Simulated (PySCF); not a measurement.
C2H13GeNO2Si2, SMILES C[Si](C)([O][GeH3])O[SiH2]N, singlet, GFN2-xTB optimised geometry. Atoms within 1.6 Å of the plane z = 0.0 Å (x, y, z in Å): Si1 (-0.46, -2.06, 0.56), N2 (-2.02, -1.89, -0.15), O3 (0.50, -0.75, 0.54), Si4 (0.61, 0.87, 0.62), C6 (2.05, 1.42, -0.48), O7 (-0.74, 1.55, 0.00), Ge8 (-2.46, 1.55, 0.00), H9 (0.28, -3.01, -0.27), H11 (-2.80, -1.55, 0.39), H12 (-2.11, -1.65, -1.12), H16 (2.16, 2.50, -0.47), H17 (1.90, 1.11, -1.51), H18 (2.98, 0.98, -0.14), H19 (-2.91, 0.87, -1.26), H20 (-2.82, 3.01, 0.00), H21 (-2.98, 0.86, 1.23).

Calculation: PBE0/def2-SVP run with PySCF. Cells within 0.4 Å of a nucleus heavier than hydrogen are left out (blank, or x).

Map of the deformation density (molecule minus spherical neutral atoms) (e/bohr³) on the plane z = 0.0 Å:

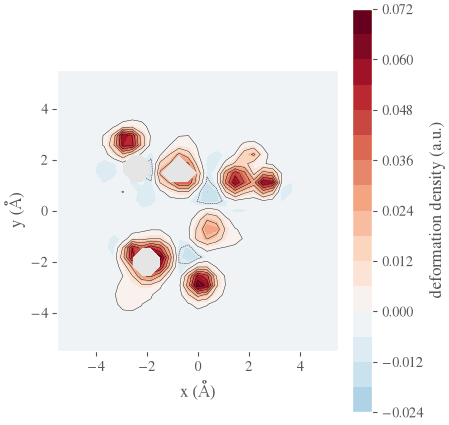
*Deformation density (molecule minus spherical neutral atoms) (e/bohr³) on the plane z = 0.0 Å.*
